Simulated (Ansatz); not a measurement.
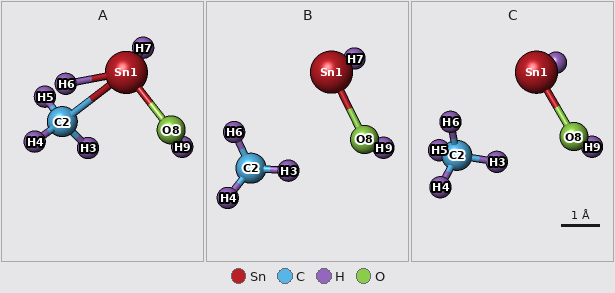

3 geometries from a converged minimum-energy path of CH6OSn, shuffled. A ball-and-stick model, seen at a tilt.

All numbers below come from Ansatz 0.2.0, RKS B3LYP/def2-SVP. Settings: 9 movable images; climbing image; force threshold 0.05 eV/Å; iteration limit 60; starting path through a guess of the saddle point.

Which frame is the top of the path?

Answer. A. In order along the path, whose images run from 0 to 10: A (image 3, +55.6 kcal/mol), C (image 5, −9.5 kcal/mol), B (image 6, −10.4 kcal/mol). Breaking: Sn1–C2 (2.17 → 2.51 at the top → 5.39 Å), Sn1–H6 (1.73 → 1.70 at the top → 5.71 Å). Forming: C2–H6 (3.23 → 1.93 at the top → 1.10 Å).
